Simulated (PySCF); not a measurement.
```xyz
19

N    -1.3654    1.8463   -1.1779
Si   -1.1572    0.8888    0.2552
Si   -2.7364   -0.8432    0.1786
C     0.5744    0.1505    0.2081
C     1.2571   -0.2237    1.3718
C     2.5205   -0.8042    1.2633
N     3.1308   -1.0241    0.1015
C     2.4872   -0.6692   -1.0077
C     1.2197   -0.0872   -1.0120
H    -0.7603    2.6483   -1.3265
H    -2.3043    2.0499   -1.5028
H    -1.2861    1.6072    1.5699
H    -2.4948   -1.7014   -1.0225
H    -4.1319   -0.3031    0.1007
H    -2.6249   -1.6881    1.4080
H     0.8184   -0.0623    2.3610
H     3.0677   -1.1028    2.1655
H     3.0077   -0.8576   -1.9544
H     0.7376    0.1866   -1.9545
```

Geometry: PBE0-D3(BJ)/def2-SVP.

The calculation used PySCF, PBE0/pcSseg-1, SCF density, gas phase, non-relativistic.

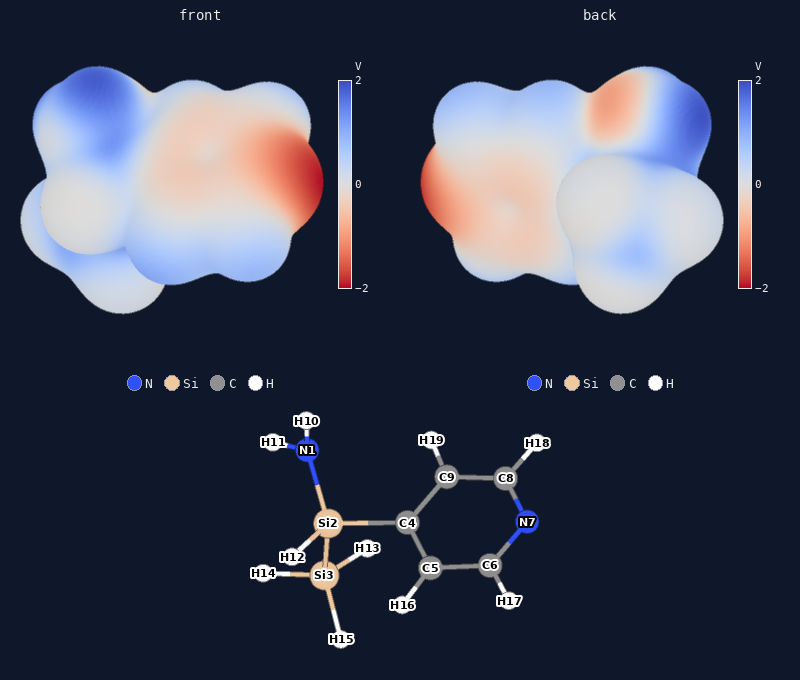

C5H10N2Si2. The molecular electrostatic potential painted on the density surface at 0.002 e/bohr³, seen from the front and from behind; the colour scale runs from red (negative) to blue (positive). The bare structure is drawn below in the same view.

Q: Describe the electrostatic potential map.

A: The most negative region (about −1.9 V, or −44 kcal/mol for a unit charge) lies over N7, the most positive (about +1.8 V, or +42 kcal/mol for a unit charge) over H10 and H11. N7 is the likeliest acceptor of a hydrogen bond.

Q: How polar is the molecule by this calculation?

A: Its dipole moment is 3.05 D.
